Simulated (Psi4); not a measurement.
## Single-point calculation of BH3O (charge −1) (part 2 of 2)

Continued. System: BH3O, charge −1, multiplicity 2, SMILES [BH2-]O. Method: CCSD/6-31+G*, UHF, IEF-PCM solvent n-heptane (Psi4 1.11). The geometry comes from this level: GFN2-xTB.

Geometry of the input (Å):
```
B  -0.5585  -0.2342  0.1803
O  0.2551  1.0547  0.2802
H  0.0337  -1.2073  0.7350
H  -0.8234  -0.5301  -1.0227
H  1.0931  0.9170  -0.1729
```

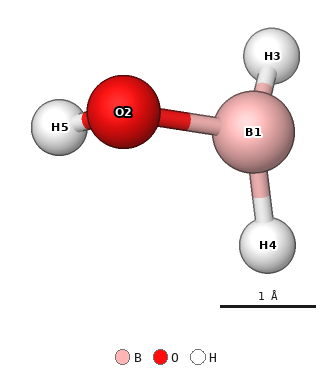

Fig. 1: The structure as given in the input (ball-and-stick view, seen at a tilt; atoms are numbered from 1 in the order of the input).

**The program's output, continued**
```
  Module DFOCC Options:
  ----------------------------------------------------------------------------
  ACTIVE                        => (empty)
  BASIS_RELATIVISTIC            => (empty)
  BENCH                         => (empty)
  CC_DIIS_MAX_VECS              => (empty)
  CC_DIIS_MIN_VECS              => (empty)
  CC_LAMBDA                     => (empty)
  CC_MAXITER                    => (empty)
  CC_TYPE                       => DF              !
  CHOLESKY                      => FALSE           !
  CHOLESKY_TOLERANCE            => (empty)
  CI_TYPE                       => (empty)
  COMPUT_S2                     => (empty)
  CUBEPROP_BASIS_FUNCTIONS      => (empty)
  CUBEPROP_FILEPATH             => (empty)
  CUBEPROP_ISOCONTOUR_THRESHOLD => (empty)
  CUBEPROP_ORBITALS             => (empty)
  CUBEPROP_TASKS                => (empty)
  CUBIC_BASIS_TOLERANCE         => (empty)
  CUBIC_BLOCK_MAX_POINTS        => (empty)
  CUBIC_GRID_OVERAGE            => (empty)
  CUBIC_GRID_SPACING            => (empty)
  CUTOFF                        => (empty)
  DDX                           => (empty)
  DEBUG                         => (empty)
  DERTYPE                       => (empty)
  DF_BASIS_CC                   => (empty)
  DIE_IF_NOT_CONVERGED          => (empty)
  DKH_ORDER                     => (empty)
  DOCC                          => (empty)
  DO_DIIS                       => (empty)
  DO_LEVEL_SHIFT                => (empty)
  DO_SCS                        => FALSE           !
  DO_SOS                        => FALSE           !
  E3_SCALE                      => (empty)
  EKT_IP                        => (empty)
  EXTERNAL_POTENTIAL_SYMMETRY   => (empty)
  E_CONVERGENCE                 => 1e-06           !
  FREEZE_CORE                   => TRUE            !
  FREEZE_CORE_POLICY            => (empty)
  FROZEN_DOCC                   => (empty)
  FROZEN_UOCC                   => (empty)
  HESS_TYPE                     => (empty)
  INTEGRAL_CUTOFF               => (empty)
  INTEGRAL_PACKAGE              => (empty)
  LEVEL_SHIFT                   => (empty)
  LINEQ_SOLVER                  => (empty)
  LITERAL_CFOUR                 => (empty)
  LS_THC_BASIS_TOLERANCE        => (empty)
  LS_THC_DF                     => (empty)
  LS_THC_PRUNING_SCHEME         => (empty)
  LS_THC_RADIAL_POINTS          => (empty)
  LS_THC_SPHERICAL_POINTS       => (empty)
  LS_THC_S_EPSILON              => (empty)
  LS_THC_WEIGHTS_TOLERANCE      => (empty)
  MAT_NUM_COLUMN_PRINT          => (empty)
  MAX_MOGRAD_CONVERGENCE        => (empty)
  MAX_RADIAL_MOMENT             => (empty)
  MBIS_D_CONVERGENCE            => (empty)
  MBIS_MAXITER                  => (empty)
  MBIS_PRUNING_SCHEME           => (empty)
  MBIS_RADIAL_POINTS            => (empty)
  MBIS_SPHERICAL_POINTS         => (empty)
  MOLDEN_WITH_VIRTUAL           => (empty)
  MOLDEN_WRITE                  => (empty)
  MO_DIIS_NUM_VECS              => (empty)
  MO_MAXITER                    => (empty)
  MO_STEP_MAX                   => (empty)
  MP2_AMP_TYPE                  => (empty)
  MP2_OS_SCALE                  => (empty)
  MP2_SOS_SCALE                 => (empty)
  MP2_SOS_SCALE2                => (empty)
  MP2_SS_SCALE                  => (empty)
  MP2_TYPE                      => (empty)
  MP_TYPE                       => (empty)
  NAT_ORBS                      => FALSE           !
  NUM_FROZEN_DOCC               => (empty)
  NUM_FROZEN_UOCC               => (empty)
  NUM_GPUS                      => (empty)
  OCC_ORBS_PRINT                => (empty)
  OEPROP                        => (empty)
  OO_SCALE                      => (empty)
  OPT_METHOD                    => (empty)
  ORBITAL_OPTIMIZER_PACKAGE     => (empty)
  ORB_OPT                       => FALSE           !
  ORB_RESP_SOLVER               => (empty)
  ORTH_TYPE                     => (empty)
  PARENT_SYMMETRY               => (empty)
  PCG_BETA_TYPE                 => (empty)
  PCG_CONVERGENCE               => (empty)
  PCG_MAXITER                   => (empty)
  PCM                           => TRUE            !
  PE                            => (empty)
  PPL_TYPE                      => (empty)
  PRINT                         => (empty)
  PRINT_NOONS                   => (empty)
  PROPERTIES                    => (empty)
  PROPERTIES_ORIGIN             => (empty)
  PUREAM                        => (empty)
  QCHF                          => (empty)
  QC_MODULE                     => OCC             !
  RAS1                          => (empty)
  RAS2                          => (empty)
  RAS3                          => (empty)
  RAS4                          => (empty)
  READ_SCF_3INDEX               => (empty)
  REGULARIZATION                => (empty)
  REG_PARAM                     => (empty)
  RELATIVISTIC                  => (empty)
  REMP_A                        => (empty)
  RESTRICTED_DOCC               => (empty)
  RESTRICTED_UOCC               => (empty)
  RMS_MOGRAD_CONVERGENCE        => (empty)
  R_CONVERGENCE                 => (empty)
  SCF_TYPE                      => DISK_DF         !
  SCREENING                     => (empty)
  SCS_TYPE                      => (empty)
  SOCC                          => (empty)
  SOS_TYPE                      => (empty)
  TRIPLES_IABC_TYPE             => (empty)
  WFN                           => (empty)
  WFN_TYPE                      => DF-CCSD         !
  WRITER_FILE_LABEL             => (empty)
  ZORA_BASIS_TOLERANCE          => (empty)
  ZORA_NR_DEBUG                 => (empty)
  ZORA_PRUNING_SCHEME           => (empty)
  ZORA_RADIAL_POINTS            => (empty)
  ZORA_SPHERICAL_POINTS         => (empty)

	For this residual convergence, default PCG convergence is:     1.00e-07
	For this energy convergence, default residual convergence is:     3.16e-07

 ==============================================================================
 ==============================================================================
 ==============================================================================

                       DF-CCSD

 ==============================================================================
 ==============================================================================
 ==============================================================================

	MO spaces...

	 FC   AOCC   BOCC  AVIR   BVIR   FV
	------------------------------------------
	  2     7     6    35     36     0

	Number of basis functions in the DF-CC basis: 186

	Minimum required memory for amplitudes:      1.37 MB

	Computing DF-MP2 energy ...
	=======================================================================
	Nuclear Repulsion Energy (a.u.)    :    28.05130903625902
	DF-HF Energy (a.u.)                :  -101.29483892277587
	REF Energy (a.u.)                  :  -101.29483892277587
	Alpha-Alpha Contribution (a.u.)    :    -0.03764145332288
	Alpha-Beta Contribution (a.u.)     :    -0.20242170824965
	Beta-Beta Contribution (a.u.)      :    -0.03064495279103
	Scaled_SS Correlation Energy (a.u.):    -0.02276213537130
	Scaled_OS Correlation Energy (a.u.):    -0.24290604989958
	DF-SCS-MP2 Total Energy (a.u.)     :  -101.56050710804674
	DF-SOS-MP2 Total Energy (a.u.)     :  -101.55798714350041
	DF-SCS(N)-MP2 Total Energy (a.u.)  :  -101.41502299753634
	DF-MP2 Correlation Energy (a.u.)   :    -0.27070811436355
	DF-MP2 Total Energy (a.u.)         :  -101.56554703713942
	=======================================================================

 ==============================================================================
 ================ Performing DF-CCSD iterations... ============================
 ==============================================================================

  Iter       E_corr                  DE                 T2 RMS        T1 RMS
  ----   ----------------      ----------------       ----------    ----------
   1      -0.2790622363         -0.0083541219         1.82e-04      2.78e-03
   2      -0.2873080119         -0.0082457756         8.64e-05      5.55e-04
   3      -0.2897920794         -0.0024840675         4.45e-05      2.19e-04
   4      -0.2898248147         -0.0000327353         1.51e-05      1.24e-04
   5      -0.2897631248          0.0000616899         1.04e-05      4.32e-05
   6      -0.2897488689          0.0000142560         4.00e-06      2.64e-05
   7      -0.2897321809          0.0000166879         2.35e-06      2.67e-05
   8      -0.2897461396         -0.0000139587         1.73e-06      1.52e-05
   9      -0.2897461176          0.0000000220         1.76e-06      1.87e-05
  10      -0.2897414630          0.0000046546         7.92e-07      1.41e-05
  11      -0.2897407307          0.0000007323         3.97e-07      9.51e-06
  12      -0.2897389285          0.0000018022         2.31e-07      4.79e-06
  13      -0.2897392913         -0.0000003628         1.29e-07      1.48e-06
  14      -0.2897397460         -0.0000004547         8.93e-08      3.02e-07

 ==============================================================================
 ===================== DF-CCSD ITERATIONS ARE CONVERGED =======================
 ==============================================================================

	T1 diagnostic reference value:     0.02000000000000
	T1 diagnostic                :     0.01460800417386

	=======================================================================
	================ CCSD FINAL RESULTS ===================================
	=======================================================================
	Nuclear Repulsion Energy (a.u.)    :    28.05130903625902
	SCF Energy (a.u.)                  :  -101.29483892277587
	REF Energy (a.u.)                  :  -101.29483892277587
	DF-CCSD Correlation Energy (a.u.)  :    -0.28973974595488
	DF-CCSD Total Energy (a.u.)        :  -101.58457866873074
	=======================================================================

	total time  =          8 seconds =       0.13 minutes

  Variable Map:
  ----------------------------------------------------------------------------
  "CCSD CORRELATION ENERGY"              =>      -0.289739745955
  "CCSD DOUBLES ENERGY"                  =>      -0.289739745955
  "CCSD SINGLES ENERGY"                  =>       0.000000000000
  "CCSD TOTAL ENERGY"                    =>    -101.584578668731
  "CURRENT CORRELATION ENERGY"           =>      -0.289739745955
  "CURRENT ENERGY"                       =>    -101.584578668731
  "CURRENT REFERENCE ENERGY"             =>    -101.294838922776
  "DD SOLVATION ENERGY"                  =>       0.000000000000
  "HF KINETIC ENERGY"                    =>     100.931383881574
  "HF POTENTIAL ENERGY"                  =>    -202.226222804350
  "HF TOTAL ENERGY"                      =>    -101.243420402858
  "MP2 CORRELATION ENERGY"               =>      -0.270708114364
  "MP2 DOUBLES ENERGY"                   =>      -0.270708114364
  "MP2 OPPOSITE-SPIN CORRELATION ENERGY" =>      -0.202421708250
  "MP2 SAME-SPIN CORRELATION ENERGY"     =>      -0.068286406114
  "MP2 SINGLES ENERGY"                   =>       0.000000000000
  "MP2 TOTAL ENERGY"                     =>    -101.565547037139
  "NUCLEAR REPULSION ENERGY"             =>      28.051309036259
  "ONE-ELECTRON ENERGY"                  =>    -197.923771121233
  "PCM POLARIZATION ENERGY"              =>      -0.051418519918
  "PE ENERGY"                            =>       0.000000000000
  "SCF ITERATION ENERGY"                 =>    -101.294838922776
  "SCF ITERATIONS"                       =>      33.000000000000
  "SCF TOTAL ENERGY"                     =>    -101.294838922776
  "SCS(N)-MP2 CORRELATION ENERGY"        =>      -0.120184074760
  "SCS(N)-MP2 TOTAL ENERGY"              =>    -101.415022997536
  "SCS-MP2 CORRELATION ENERGY"           =>      -0.265668185271
  "SCS-MP2 TOTAL ENERGY"                 =>    -101.560507108047
  "SOS-MP2 CORRELATION ENERGY"           =>      -0.263148220725
  "SOS-MP2 TOTAL ENERGY"                 =>    -101.557987143500
  "TWO-ELECTRON ENERGY"                  =>      68.629041682116

  Array Variable Map:
  ----------------------------------------------------------------------------
  "CURRENT DIPOLE"                       =>      -0.749021501170 ... 1.267447932987 1 by 3
  "SCF DIPOLE"                           =>      -0.749021501170 ... 1.267447932987 1 by 3
  "SCF TOTAL ENERGIES"                   =>    -100.223897336337 ... -101.294838922776 1 by 34

    Psi4 run time: 0:00:11.59
```

**Results in brief**

| quantity | value |
| --- | --- |
| outcome | converged |
| total energy | −101.584579 hartree |
| SCF energy | −101.294839 hartree |
| MP2 energy | −101.565547 hartree |
| CCSD energy | −101.584579 hartree |
| correlation energy | −0.289740 hartree |
| solvation energy | −0.051419 hartree |
| basis functions | 44 |
| ⟨S²⟩ | 0.754 |
| wall time | 13 s |
| peak memory | 0.2 GiB |

Settings chosen away from the usual ones: diis set to false.
